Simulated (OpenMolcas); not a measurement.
Run report: CH2AlN, excited-state calculation

System: CH2AlN (AlH2(CN)), SMILES [H][Al]([H])[C]#N.
Method: CASPT2/ANO-S-VDZP (OpenMolcas 26.06).

The geometry comes from this level: GFN2-xTB.

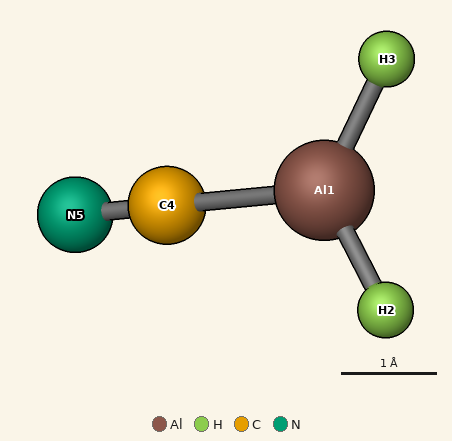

The input geometry (ball-and-stick view, seen at a tilt; atoms are numbered from 1 in the order of the input). Sticks mark near contacts.

**Input file**
```
&GATEWAY
Coord = mol.xyz
Basis = ANO-S-VDZP
Group = NoSym
RICD
&SEWARD
&RASSCF
FileOrb = $CurrDir/step2.RasOrb
Spin = 1
Nactel = 2 0 0
Inactive = 13
Ras2 = 58
CIRoot = 3 3 1
OrbListing = Nothing
OrbAppear = Compact
&CASPT2
Multistate = all
```

**File mol.xyz**
```
5

Al     0.353320     0.616070     0.007940
H      1.897570     0.618400     0.058740
H     -0.410240     1.959830    -0.023840
C     -0.634730    -1.095760    -0.014750
N     -1.205910    -2.098530    -0.028080
```

Hardware: 1 thread of Arm Neoverse V1, 24 GiB of memory available, shared host.

Launch command:
```bash
export MOLCAS_MEM=1860
pymolcas step8.inp > step8.log
```

**Log**
```
--- Start Module: gateway ---

                                              &GATEWAY

                       available to each process: 1.9 GB of memory, 1 thread

++    Symmetry information:
      ---------------------

                    Character Table for C1

                             E
                    a        1  x, y, xy, Rz, z, xz, Ry, yz, Rx, I
--

++    Basis set information:
      ----------------------

      Basis set label: AL.ANO-S...4S3P1D.

      Electronic valence basis set:
      ------------------
      Associated Effective Charge  13.000000 au
      Associated Actual Charge     13.000000 au
      Nuclear Model: Point charge

      Shell  nPrim  nBasis  Cartesian Spherical Contaminant
         s      13       4        X
         p      10       3        X
         d       4       1                 X

      Basis set label: H.ANO-S...2S1P.

      Electronic valence basis set:
      ------------------
      Associated Effective Charge   1.000000 au
      Associated Actual Charge      1.000000 au
      Nuclear Model: Point charge

      Shell  nPrim  nBasis  Cartesian Spherical Contaminant
         s       7       2        X
         p       3       1        X

      Basis set label: C.ANO-S...3S2P1D.

      Electronic valence basis set:
      ------------------
      Associated Effective Charge   6.000000 au
      Associated Actual Charge      6.000000 au
      Nuclear Model: Point charge

      Shell  nPrim  nBasis  Cartesian Spherical Contaminant
         s      10       3        X
         p       6       2        X
         d       3       1                 X

      Basis set label: N.ANO-S...3S2P1D.

      Electronic valence basis set:
      ------------------
      Associated Effective Charge   7.000000 au
      Associated Actual Charge      7.000000 au
      Nuclear Model: Point charge

      Shell  nPrim  nBasis  Cartesian Spherical Contaminant
         s      10       3        X
         p       6       2        X
         d       3       1                 X
--

++    Molecular structure info:
      -------------------------

                    ************************************************
                    **** Cartesian Coordinates / bohr, angstrom ****
                    ************************************************

     Center  Label                x              y              z                     x              y              z
        1      AL1              0.667678       1.164204       0.015004              0.353320       0.616070       0.007940
        2      H2               3.585888       1.168607       0.111003              1.897570       0.618400       0.058740
        3      H3              -0.775241       3.703542      -0.045051             -0.410240       1.959830      -0.023840
        4      C4              -1.199466      -2.070686      -0.027873             -0.634730      -1.095760      -0.014750
        5      N5              -2.278840      -3.965647      -0.053064             -1.205910      -2.098530      -0.028080

                    ***************************************
                    *    InterNuclear Distances / bohr    *
                    ***************************************

               1 AL1           2 H2            3 H3            4 C4            5 N5
    1 AL1      0.000000
    2 H2       2.919791        0.000000
    3 H3       2.921277        5.046751        0.000000
    4 C4       3.735315        5.780304        5.789816        0.000000
    5 N5       5.916246        7.796313        7.815199        2.180954        0.000000

                    *******************************************
                    *    InterNuclear Distances / angstrom    *
                    *******************************************

               1 AL1           2 H2            3 H3            4 C4            5 N5
    1 AL1      0.000000
    2 H2       1.545087        0.000000
    3 H3       1.545873        2.670626        0.000000
    4 C4       1.976644        3.058805        3.063839        0.000000
    5 N5       3.130743        4.125631        4.135625        1.154111        0.000000

                    **************************************
                    *    Valence Bond Angles / degree    *
                    **************************************
                          Atom centers                 Phi
                      2 H2       1 AL1      3 H3       119.54
--

            Nuclear Potential Energy             68.48926984 au

--- Stop Module: gateway /rc=_RC_ALL_IS_WELL_ ---

--- Start Module: seward ---

                                              &SEWARD

                       available to each process: 1.9 GB of memory, 1 thread

               SEWARD will generate:
                  Multipole Moment integrals up to order  2
                  Kinetic Energy integrals
                  Nuclear Attraction integrals (point charge)
                  One-Electron Hamiltonian integrals
                  Velocity integrals
                  Orbital angular momentum around ( -0.4628  -0.8010  -0.0110 )
                  Velocity quadrupole around ( -0.4628  -0.8010  -0.0110 )
                  RI decomposed two-electron repulsion integrals stored Cholesky style
                   - acCD auxiliary basis
                   - CD Threshold:   1.00E-04

                   Integrals are discarded if absolute value <: 1.00E-14
                   Integral cutoff threshold is set to       <: 1.00E-16

            Nuclear Potential Energy             68.48926984 au

      Basis set specifications :
      Symmetry species         a
      Basis functions           56

--- Stop Module: seward /rc=_RC_ALL_IS_WELL_ ---

--- Start Module: rasscf ---

                                              &RASSCF

                       available to each process: 1.9 GB of memory, 1 thread

 ****************** ERROR *******************
 ###############################################################################
 ###    ERROR: Erroneous nr of orbitals.                                     ###
 ###############################################################################
 Inappropriate nr of orbitals. One or more of
 these orbital counts is wrong or too large.
  Negative values.
    All orbitals:  56
          Frozen:   0
        Inactive:  13
          Active:  58
           RAS-1:   0
           RAS-2:  58
           RAS-3:   0
       Secondary: -15
         Deleted:   0
 Basis functions:  56
  Have you used a too small basis set?
 ********************************************
--- Stop Module: rasscf /rc=_RC_INPUT_ERROR_ ---

.####################.
.# User input error #.
.####################.

    Timing: Wall=1.30 User=1.08 System=0.22
```

**What the run reported**

- outcome: refused by the program
- basis functions: 56

**What went wrong**

Some settings of this run were drawn to be unusual or wrong (dras set to 56 (from default)). The program refused the input.
